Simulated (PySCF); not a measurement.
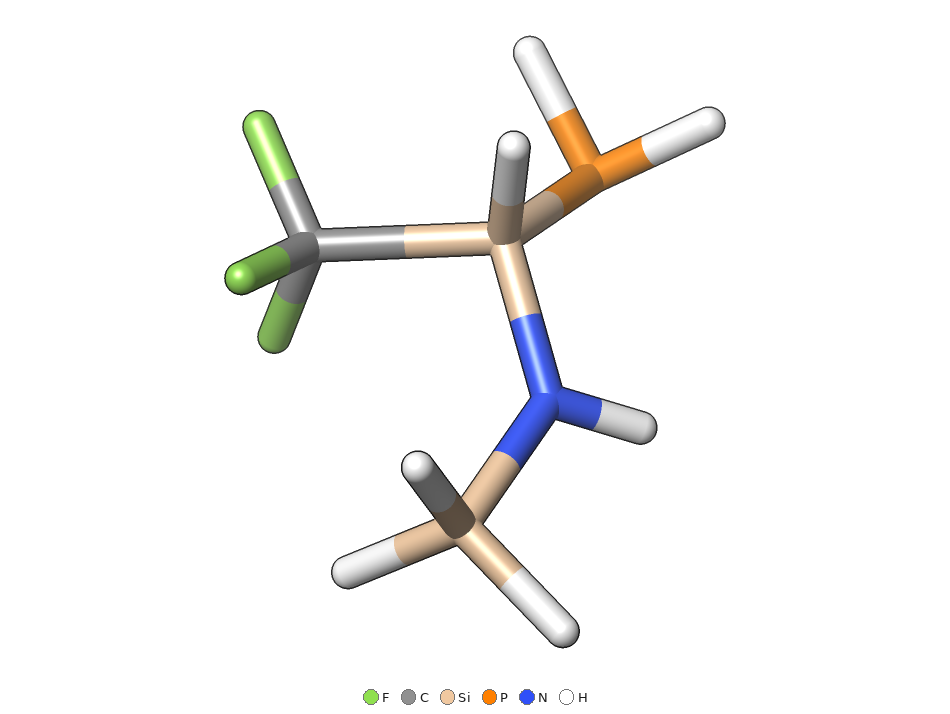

The geometry was computed by an optimisation with GFN2-xTB. No frequency run is at hand to confirm it as a minimum. Level of theory: PBE0/pcSseg-1, gas phase (PySCF 2.14.0).

What does the calculation give?

The species is CH7F3NPSi2 (`FC(F)(F)[Si@H](P)N[SiH3]`).
- dipole moment: 3.08 D
- HOMO energy (Kohn–Sham orbital): −7.73 eV
- LUMO energy (Kohn–Sham orbital): −0.32 eV
- HOMO–LUMO gap: 7.41 eV

The geometry is semi-empirical. Around P, Si such bond lengths and angles can be off by a tenth of an ångström or more and by several degrees, and values that hang on the shape move with them.
